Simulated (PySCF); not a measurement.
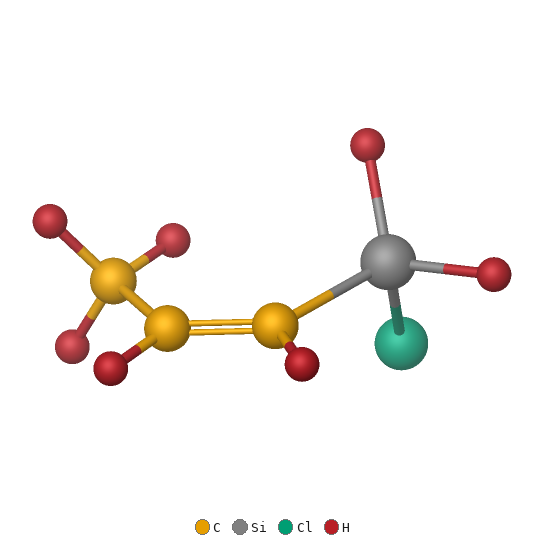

The picture shows a molecular structure as a ball-and-stick model.

Computed geometry: GFN2-xTB optimisation. No frequency run is at hand to confirm it as a minimum.

Describe the molecule.

Formula C3H7ClSi. As SMILES it reads `C/C=C\[SiH2]Cl`. It has no ring. Among its groups: alkene, Si–H bond. This geometry has C1 symmetry. Coordination: 1 C tetrahedral; 2 C trigonal planar; 1 Si tetrahedral.

The parts below concern this one geometry. Atoms keep their numbers from picture to picture.

Dipole moment

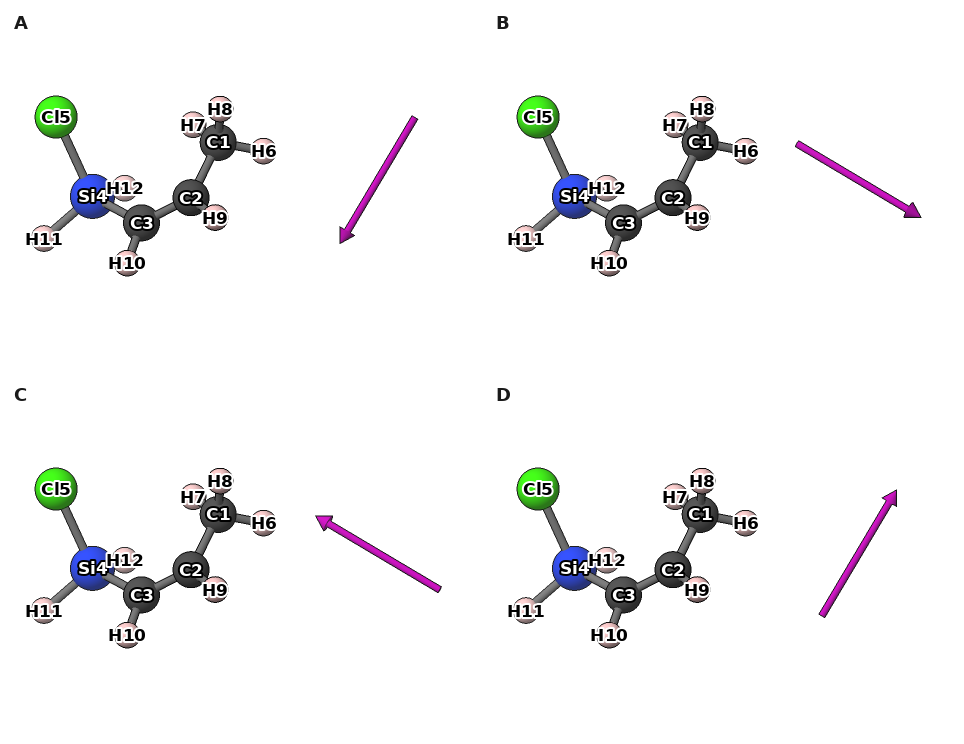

The same molecule four times, each with an arrow. No frequency run is at hand to confirm it as a minimum. Properties computed with CAM-B3LYP/def2-SVPD, gas phase (PySCF 2.14.0).

**Which arrow points along the dipole moment, from the negative to the positive end?**

B. The dipole moment is 1.94 D; it points from the side of Cl5 to the side of H9 (the outermost atoms at the two ends).

Polarisability

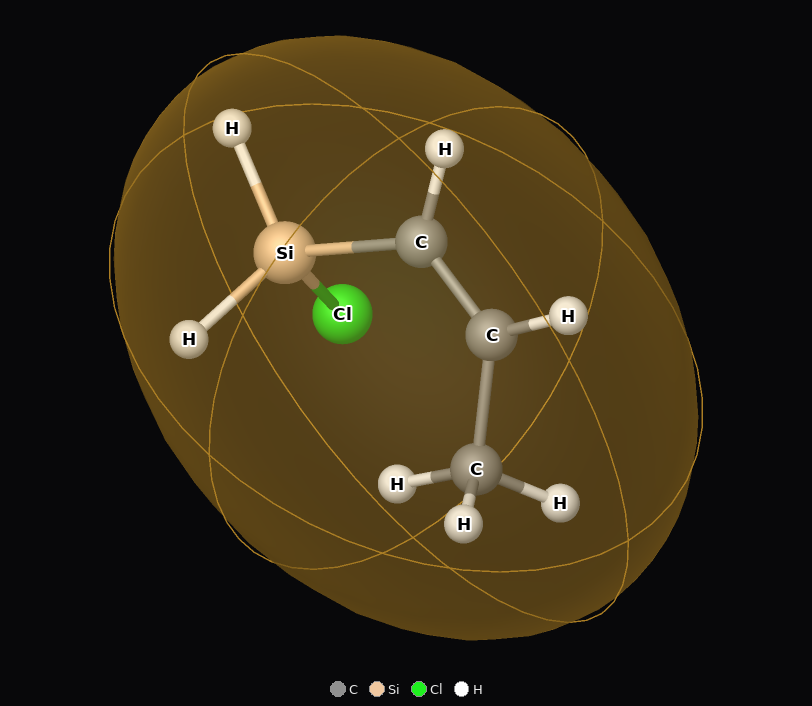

The ellipsoid shows the static dipole polarisability: its half-axes are proportional to the principal values. No frequency run is at hand to confirm it as a minimum. Level of theory: CAM-B3LYP/def2-SVPD (PySCF 2.14.0).

**How large and how anisotropic is the polarisability?**

Principal values 63.1, 73.7, 90.3 bohr³; mean 75.7 bohr³ (11.22 Å³); anisotropy 23.8 bohr³, so the longest axis is 1.43 times the shortest.

Excitation

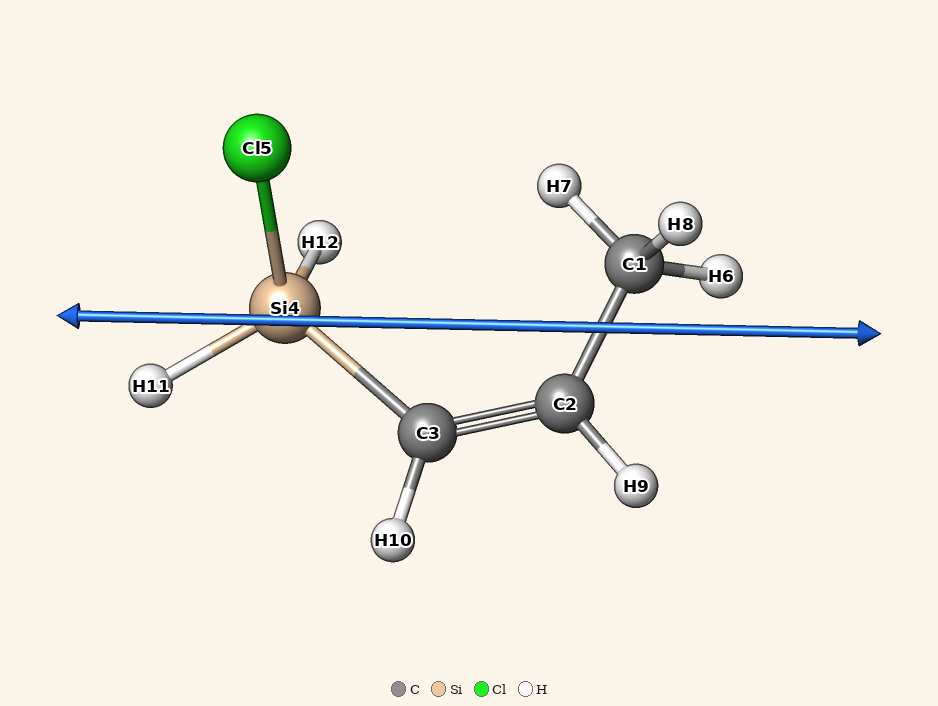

The double arrow shows the direction of the transition dipole to excited singlet state 2 (its length means nothing). No frequency run is at hand to confirm it as a minimum. Level of theory: TDDFT CAM-B3LYP/def2-SVPD, vertical, gas phase, core orbitals frozen in the response (PySCF 2.14.0).

**Give its energy, strength and character.**

6.57 eV (189 nm), oscillator strength 0.28, mainly HOMO → LUMO (weight 0.84); transition dipole 3.36 D.

The geometry is semi-empirical. Around Si such bond lengths and angles can be off by a tenth of an ångström or more and by several degrees, and values that hang on the shape move with them.
